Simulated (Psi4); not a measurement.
Approach curve of the dimer C2H6Se ··· H2S (SMILES C[Se]C and S). Monomers: optimised at B3LYP-D3(BJ) (def2-TZVP), held rigid. Orientation: a higher rigid-body minimum at GFN2-xTB. Only R, the distance of the centres of mass, is varied, so the lowest point isn't the relaxed dimer.

Geometry at R = 4.08 Å (first 9 atoms: monomer A):
```
12

C      1.4645    -0.0538     0.0189
Se     0.0325     0.3421    -1.2612
C     -1.4643     0.0560    -0.0269
H      1.3724    -1.0759     0.3800
H      2.4064     0.0603    -0.5133
H      1.4291     0.6479     0.8496
H     -1.4586    -0.9691     0.3377
H     -2.3781     0.2368    -0.5888
H     -1.4040     0.7557     0.8040
S      2.8838     3.0414    -1.8699
H      2.9164     2.6813    -3.1629
H      1.6507     2.5387    -1.6991
```

Level of theory: SAPT0/jun-cc-pVDZ, frozen core in Psi4 1.11.

Components in kJ/mol:

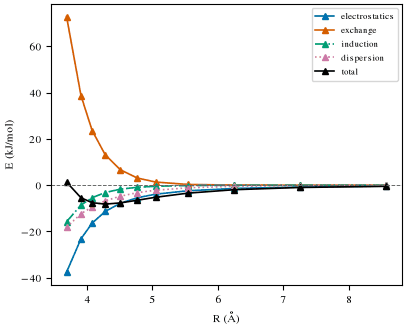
Figure: Components of the interaction energy.

```tsv
R / Å	electrostatics	exchange	induction	dispersion	total
3.69	-37.61	72.87	-15.81	-18.13	1.32
3.91	-23.17	38.72	-8.60	-12.40	-5.45
4.08	-16.42	23.61	-5.41	-9.35	-7.57
4.28	-11.36	13.13	-3.18	-6.79	-8.19
4.51	-7.81	6.65	-1.75	-4.76	-7.67
4.77	-5.43	3.08	-0.92	-3.24	-6.52
5.05	-3.90	1.34	-0.48	-2.19	-5.23
5.54	-2.43	0.31	-0.17	-1.16	-3.46
6.25	-1.43	0.04	-0.05	-0.51	-1.96
7.25	-0.79	0.00	-0.02	-0.19	-1.00
8.57	-0.42	0.00	0.00	-0.07	-0.49
```
